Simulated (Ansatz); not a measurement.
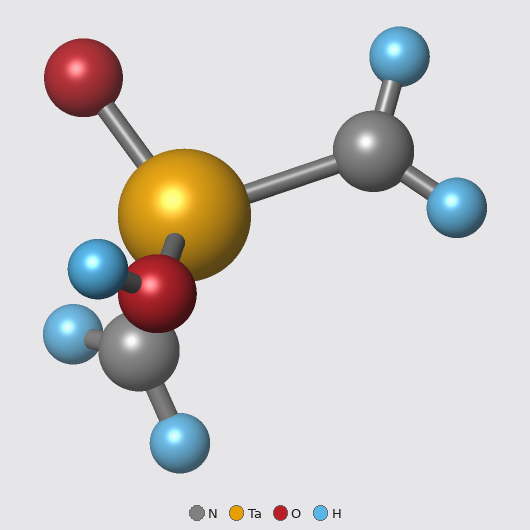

Every bond is drawn as one stick, whatever its order.

Charge 0, singlet.

Give the formula.

H₅N₂O₂Ta, 10 atoms: 5 hydrogen, 2 nitrogen, 2 oxygen and 1 tantalum.

What is the point group of this geometry?

Cs.

More results for the same structure follow; atom numbers are the same in all pictures, views and colours differ. The computed structure is the end point of a PBE0-D4/def2-TZVP optimisation.

Electronic properties

Properties computed with RKS PBE0-D4/def2-TZVPP, core potentials on Ta (Ansatz 0.2.0).

What is the HOMO energy (Kohn–Sham orbital)?

−7.35 eV.

Estimate the dispersion correction.

−16.9 kJ/mol.

Estimate the LUMO energy (Kohn–Sham orbital).

−0.07 eV.

Charges

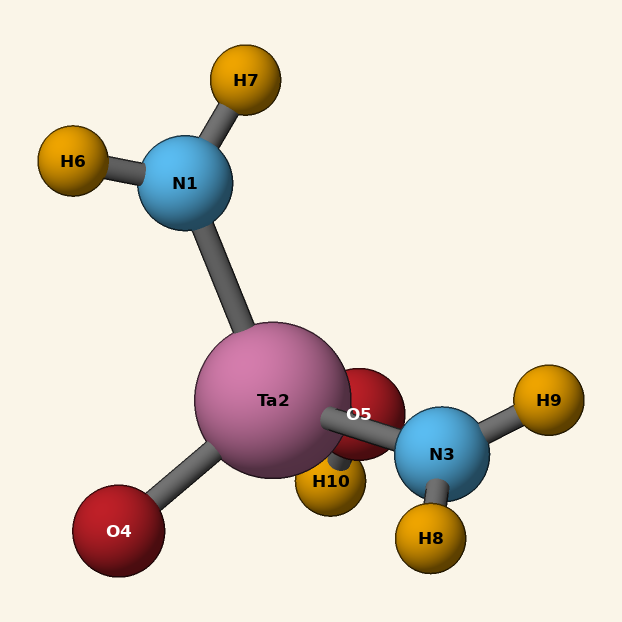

The questions are on Mulliken charges. Method: RKS PBE0-D4/def2-TZVP, core potentials on Ta (Ansatz 0.2.0).

Give the Mulliken charges atom by atom.

```csv
atom,value (e)
N1,−0.77
Ta2,1.39
N3,−0.77
O4,−0.53
O5,−0.68
H6,0.26
H7,0.24
H8,0.26
H9,0.24
H10,0.34
```

Vibrations

Harmonic vibrations computed with RKS PBE0-D4/def2-TZVP, core potentials on Ta (Ansatz 0.2.0) at a stationary point of the same level.

How many vibrational modes are there, and where do they lie?

24 modes: 176, 182, 190, 191, 199, 271, 327, 367, 432, 458, 519, 577, 595, 663, 678, 699, 1006, 1548, 1551, 3582, 3585, 3679, 3679, 3949 cm⁻¹.

Mulliken values depend strongly on the basis set and can even reverse the polarity of a bond.
